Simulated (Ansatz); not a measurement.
# Lattice dynamics of LaGaS3 (model cell, started as cubic perovskite with Ga in the octahedra)

Aim: the phonons of LaGaS3 (model cell, started as cubic perovskite with Ga in the octahedra) at a cell relaxed beforehand at this level. After the zone centre comes a 4×4×4 q mesh on a 8×8×8 k mesh.

Calculated with Ansatz 0.2.0; DFT PBEsol, scalar-relativistic, plane waves, PAW; PAW set soft_1.

The structure was built from a prototype and need not be the compound's stable phase.

### 1. Starting point

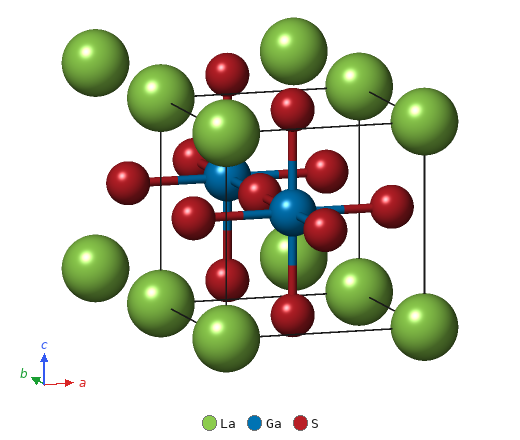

Start, viewed slightly off an axis; lanthanum green, gallium blue, sulfur red. 1×2×1 cells are drawn. Some periodic images of atoms are drawn too.

### 2. Modes at Γ

The cell comes from relaxations at this level that are not shown. The zone centre comes first: it holds the modes that light can see, as far as symmetry allows. No field response is asked, since the mesh shows no gap.

Contents of input.yaml:

```yaml
crystal:
  lattice:
    - [4.6785878409, 0.0, 0.0]
    - [0.0, 4.6785878409, 0.0]
    - [0.0, 0.0, 4.6785878409]
  atoms:
    - { symbol: La, position: [0.0, 0.0, 0.0] }
    - { symbol: Ga, position: [0.5, 0.5, 0.5] }
    - { symbol: S, position: [0.5, 0.5, 0.0] }
    - { symbol: S, position: [0.5, 0.0, 0.5] }
    - { symbol: S, position: [0.0, 0.5, 0.5] }
kpoints:
  mp_grid: { grid: [8, 8, 8] }
hamiltonian:
  xc: pbesol
  pseudopotentials: { kind: paw, azcp: { folder: soft_1 }, xc_functional: pbe }
scf:
  occupations: { method: methfessel_paxton, width: 0.2 }
output:
  eigenvalues: true
phonons:
  method: dfpt
```

Launch:

```
> ansatz run input.yaml --threads 8 --pin off --max-ram 16384MiB --backend cpu --events-out ev --progress --plain --runs-dir out
```

Numbers of over 12 decimals in the logs are rounded to 6 here.

The log of the run:

```text
zone centre: on kpoints.mp_grid the ground state, and the responses unless they are solved on pairs of k-points, stand on 125 of the mesh's 512 k-points, reduced under 8 symmetry operations, with k and −k counted as one. Each operation leaves every solved displacement unchanged or reverses it
Engine: ansatz 0.2.0, aarch64-unknown-linux-gnu
Pseudopotentials: kind: paw
Pseudopotential: La, paw, valence charge 11, recommended cutoff 420 eV (normal), soft_1/La.paw.azcp
Pseudopotential: Ga, paw, valence charge 13, recommended cutoff 420 eV (normal), soft_1/Ga.paw.azcp
Pseudopotential: S, paw, valence charge 6, recommended cutoff 420 eV (normal), soft_1/S.paw.azcp
Functional definition: PBEsol
  exchange = pbesol_x
  correlation = pbesol_c
Crystal: 5 atoms, lattice volume = 102.410 Å³
Basis set: ecut = 420 eV, 2007 PW (Γ), exchange–correlation on 64×64×64 points (8 copies of the dense FFT grid, shifted against one another)
Bands: 26, of which v1, the nominal top of the filled ones, is band 21 counted from 1 (20 counted from 0)
Symmetry: 48 space group operations
k-points: 125 of 512 (irreducible under 8 space group operations)
Non-local potential: La, projectors of the file, l = 0: 3, l = 1: 2, l = 2: 2, l = 3: 3
Non-local potential: Ga, projectors of the file, l = 0: 2, l = 1: 2, l = 2: 3, l = 3: 1
Non-local potential: S, projectors of the file, l = 0: 2, l = 1: 2, l = 2: 1
PAW form: soft (Blöchl's): semilocal exchange-correlation on the pseudo side does not see the compensation charge
PAW frozen core: La, regenerated for the run's functional, and the local potential with it (the file was generated under x = pbe(κ = 0.804, μ = 0.219515), c = pbe(β = 0.066725))
PAW frozen core: Ga, regenerated for the run's functional, and the local potential with it (the file was generated under x = pbe(κ = 0.804, μ = 0.219515), c = pbe(β = 0.066725))
PAW frozen core: S, regenerated for the run's functional, and the local potential with it (the file was generated under x = pbe(κ = 0.804, μ = 0.219515), c = pbe(β = 0.066725))
PAW one-centre angular grid: La, 590 points (default); XC on 64 Gauss nodes
PAW one-centre angular grid: Ga, 590 points (default); XC on 64 Gauss nodes
PAW one-centre angular grid: S, 110 points (default); XC on 64 Gauss nodes
Initial density: superposition of atomic densities (chi_scale 0.1, normalization cell, long waves kept (reshape's long-wave potential 0.00 eV rms))
Initial wavefunctions: pseudopotential atomic-orbital guess
Functional: x = pbesol(κ = 0.804, μ = 0.123457), c = pbesol(β = 0.046)
SCF iter   1: F=—  HF=-12565.457472 eV  |F-HF|=—  |Δ(HF+E_count)|=         —  Δρ=3.95e-2  dr2=2.44e0  ethr=3.10e-3  ⟨swp⟩=7.7  Hψ=57247  notcnv=0  defer=87
automatic band count: the SCF goes on with 31 bands, as 26 were too few: they end inside the smearing window of the response
automatic band count: the SCF goes on with 41 bands, as 31 were too few: they end inside the smearing window of the response
preconditioner: auto → Kerker (q_TF=auto, 2.352 Å⁻¹)  [metal: Δε(μ)=0.036 eV  Ē_g=12.885 eV  σ=0.200 eV  W_gap=0.15  n_scr=26 (ndim 8)  ℏωp=23.2 eV  f_vac=0.000  D(μ)=1.47/eV (n_scr^D=6)]
SCF iter   2: F=—  HF=-12565.252640 eV  |F-HF|=—  |Δ(HF+E_count)|=   2.05e-1  S|Δr|=    0.00e0  Δρ=2.45e-2  dr2=9.66e-1  ethr=3.10e-3  ⟨swp⟩=1.9  Hψ=6711  notcnv=0  defer=287
SCF iter   3: F=—  HF=-12565.105671 eV  |F-HF|=—  |Δ(HF+E_count)|=   1.47e-1  S|Δr|=    0.00e0  Δρ=7.90e-3  dr2=1.16e-1  ethr=2.30e-3  ⟨swp⟩=2.0  Hψ=6128  notcnv=0  defer=287
SCF iter   4: F=—  HF=-12565.082801 eV  |F-HF|=—  |Δ(HF+E_count)|=   2.29e-2  S|Δr|=    0.00e0  Δρ=5.08e-3  dr2=4.24e-2  ethr=2.77e-4  ⟨swp⟩=2.0  Hψ=8589  notcnv=0  defer=623
SCF iter   5: F=—  HF=-12565.071866 eV  |F-HF|=—  |Δ(HF+E_count)|=   1.09e-2  S|Δr|=    0.00e0  Δρ=1.99e-3  dr2=2.04e-3  ethr=1.01e-4  ⟨swp⟩=2.0  Hψ=7826  notcnv=0  defer=723
SCF iter   6: F=—  HF=-12565.070980 eV  |F-HF|=—  |Δ(HF+E_count)|=   8.86e-4  S|Δr|=    0.00e0  Δρ=4.62e-4  dr2=2.11e-4  ethr=4.86e-6  ⟨swp⟩=2.6  Hψ=5578  notcnv=0  defer=752
SCF iter   7: F=—  HF=-12565.070933 eV  |F-HF|=—  |Δ(HF+E_count)|=   4.69e-5  S|Δr|=    0.00e0  Δρ=5.19e-5  dr2=5.99e-6  ethr=5.03e-7  ⟨swp⟩=2.1  Hψ=5977  notcnv=0  defer=752
SCF iter   8: F=—  HF=-12565.070931 eV  |F-HF|=—  |Δ(HF+E_count)|=   1.56e-6  S|Δr|=    0.00e0  Δρ=1.42e-5  dr2=5.90e-7  ethr=1.43e-8  ⟨swp⟩=2.0  Hψ=6286  notcnv=0  defer=752
SCF iter   9: F=—  HF=-12565.070931 eV  |F-HF|=—  |Δ(HF+E_count)|=   5.11e-7  S|Δr|=    0.00e0  Δρ=4.17e-6  dr2=3.04e-8  ethr=1.41e-9  ⟨swp⟩=2.2  Hψ=5997  notcnv=0  defer=928
SCF iter  10: F=—  HF=-12565.070931 eV  |F-HF|=—  |Δ(HF+E_count)|=  5.91e-10  S|Δr|=    0.00e0  Δρ=6.47e-7  dr2=4.38e-10  ethr=7.24e-11  ⟨swp⟩=2.1  Hψ=5196  notcnv=0  defer=928
SCF iter  11: F=—  HF=-12565.070931 eV  |F-HF|=—  |Δ(HF+E_count)|=  1.16e-10  S|Δr|=    0.00e0  Δρ=1.59e-7  dr2=3.30e-11  ethr=1.04e-12  ⟨swp⟩=2.1  Hψ=6289  notcnv=0  defer=928
SCF iter  12: F=-12565.070931 eV  HF=-12565.070931 eV  |F-HF|=0.00e0  |Δ(HF+E_count)|=  3.64e-12  S|Δr|=    0.00e0  Δρ=4.45e-8  dr2=1.55e-12  ethr=1.00e-12  ⟨swp⟩=13.4  Hψ=31782  notcnv=0
SCF 1 converged in 12 iterations: F = -12565.070931 eV  dr2 = 1.55e-12
  greatest PAW one-centre occupation: 0.995 electrons in one spin orbital (limit 2), on the Ga atom at site 1 (counted from 0), in its partial waves of l = 2
DFPT response loops at Γ: preconditioner auto → Kerker (q_TF=auto, 2.352 Å⁻¹) (partly filled bands, converged f_vac=0.000); β = 1.00, the filter's whole step (`scf.mixing.beta` (0.50) is not read by the response loops under this deck's `scf.mixing.preconditioner`; to damp them name `kerker` or `kerker_dos`, under which they read `scf.mixing.beta`, and type it under 1.00, their step now; both keys bind the ground state too); Broyden in place of MSR1
SCF converged after 12 iterations
Stability not checked: this state was not tested for a lower state beside it, because cold or Methfessel-Paxton smearing, or corrected tetrahedra, fill the levels in a way that the test cannot read (fill_not_monotonic; see scf.lower_state_search)
Free energy (F): -12565.070931 eV
Harris-Foulkes:  -12565.070931 eV  (|F-HF|=0.00e0)
Internal energy: -12565.074777 eV  (E = F + TS)
E sigma→0 (E₀):  -12565.071892 eV
Entropy (-TS):   0.003846 eV (0.769 meV/atom)
Fermi energy:    9.243907 eV
--- Per-component energies (eV) ---
  E_band       = -45.771707
  E_kinetic    = 614.289070
  E_local      = -2293.233446  (includes V_loc(G=0)·N_el)
  E_nonlocal   = 104.968727
  E_hartree    = 1247.952263
  E_xc         = -469.357630
  E_vxc        = -449.492817  (∫ρ·V_xc dr)
  E_paw        = -9062.472229  (= ΣΔE_a)
  E_vpaw       = -518.207559  (= ΣTr[D̂ρ^β])
  E_aug_tail   = -0.000218  (compensation charges beyond the density's cutoff)
  E_ewald      = -2708.439177
  E_core_change = 1.217863  (= ΣΔE_core)
  E_smearing   = 0.003846  (= −TS)
  E_closure    = 0.000000  (closes the sum)
  Σ components = -12565.070931   (vs F -12565.070931, Δ=0.00e0)
--- Band table (eV; the first three rows and the last of 125) ---
  k-point 0: bands = [... 17 lower, 7.8415, 7.8415, 8.8069, 8.8069, 8.8069, 10.6306, 10.6306, 11.1184, ... 16 higher]
  k-point 1: bands = [... 17 lower, 7.7078, 7.7078, 8.6897, 8.6897, 8.7969, 10.7507, 10.8742, 11.0962, ... 16 higher]
  k-point 2: bands = [... 17 lower, 7.4575, 7.4575, 8.4091, 8.4091, 9.5470, 10.9537, 11.0653, 11.0770, ... 16 higher]
  k-point 124: bands = [... 17 lower, 8.9227, 9.3992, 9.3992, 9.3992, 11.0832, 11.0832, 11.0832, 11.1373, ... 16 higher]
--- Phonons (Γ-DFPT): 4 representative perturbations + reference, on 125 of 512 k-points (Σ response iterations 13) ---
  k mesh reduced under 8 symmetry operations, with k and −k counted as one. Each operation leaves every solved displacement unchanged or reverses it
  ASR residual: 7.565e-5 → 0.000e0 eV/Å²; symmetrization residual: 5.025e-6 eV/Å²
  ASR residual per site (eV/Å²): 1.07e-5 7.57e-5 1.64e-5 1.64e-5 1.64e-5
  Γ frequencies (cm⁻¹): -102.44 -102.44 -102.44 -98.45 -98.45 -98.45 0.00 0.00 0.00 49.53 49.53 49.53 356.78 356.78 356.78
  non-analytic LO–TO correction: not included (Born effective charges unavailable; polar crystals: no LO–TO splitting at Γ)
```

Elapsed: 30 s, on 8 threads of Arm Neoverse V1, shared host; peak memory 1.7 GiB.

Numbers from this step:

* volume per atom: 20.48 Å³
* gap on the k-mesh: 0 eV
* sum-rule residual before enforcement: 7.57e-5 eV/Å²
* point group: m-3m
* highest optical mode at the zone centre (no LO-TO term): 356.8 cm⁻¹
* lowest optical zone-centre mode: -102.4 cm⁻¹

Patterns of degenerate modes are one choice out of their space. The modes at Γ (shares of kinetic energy by element, %) (negative means imaginary):

```
mode  frequency (cm⁻¹)  symmetry  La %  Ga %  S %
   1            -102.4       T1u    28     2   70
   2            -102.4       T1u    28     2   70
   3            -102.4       T1u    28     2   70
   4             -98.5       T2u     0     0  100
   5             -98.5       T2u     0     0  100
   6             -98.5       T2u     0     0  100
   7               0.0  acoustic    46    23   32
   8               0.0  acoustic    46    23   32
   9               0.0  acoustic    46    23   32
  10              49.5       T1u    27    59   14
  11              49.5       T1u    27    59   14
  12              49.5       T1u    27    59   14
  13             356.8       T1u     0    16   84
  14             356.8       T1u     0    16   84
  15             356.8       T1u     0    16   84
```

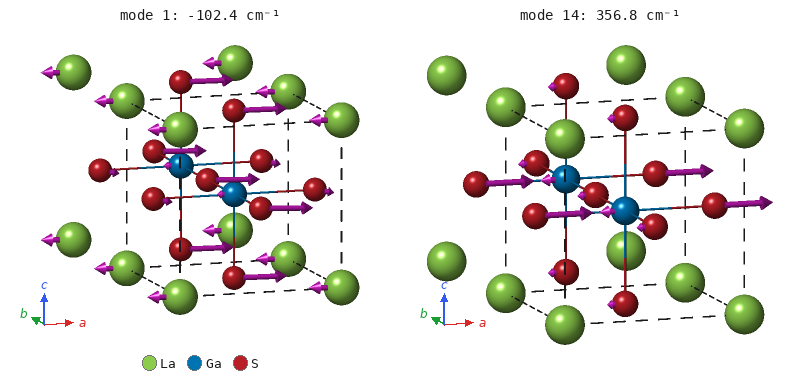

Displacement patterns of modes 1 and 14 at Γ; arrows are exaggerated. 1×2×1 cells are drawn. Some periodic images of atoms are drawn too.

Before it was imposed, the acoustic sum rule was missed by 7.6e-5 eV/Å². Small misses are needed for a sound result but don't prove that mesh and cutoff are converged. The lowest optical mode is imaginary, 102.4i cm⁻¹, so the energy falls along it.

[end of part 1 of 2]

[Logs are printed without paths, hosts, clocks, repeated set-up lines and the standing remarks that a program may print on its own settings, such as how far it seeks lower states.]

[Hosts, paths, dates, database ids (printed as entryN), source tags and the programs' standing remarks are cut or masked in the printed files.]
